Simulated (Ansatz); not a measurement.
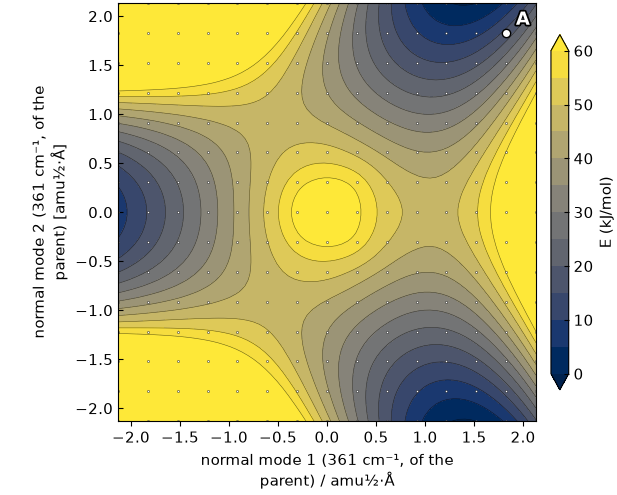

F3P, charge −1, spin multiplicity 2. 
- Coordinates scanned: (1) normal mode 1 (361 cm⁻¹, of the parent); (2) normal mode 2 (361 cm⁻¹, of the parent).
- Nothing is relaxed (straight displacements along the two mass-weighted modes).
- Grid: 15 × 15 points; 120 points were computed and 105 follow by symmetry.
- Points are written as (first, second).
- Energies are in kJ/mol, from the lowest grid point.
- Near the degeneracy a single determinant is a rough description.
- The calculation used UHF/def2-SVPD (Ansatz 0.2.0).

The picture shows filled contours, dots at the grid points, one colour for all values above the top of the scale, the point A. Between grid points the surface is interpolated.

**Is A at rest? If not, where is it pushed?**

A, at (1.828 amu½·Å, 1.828 amu½·Å), is not a stationary point. The computed force is 38 kJ/mol for each amu½·Å towards smaller values of the first coordinate and 38 kJ/mol for each amu½·Å towards larger values of the second coordinate.
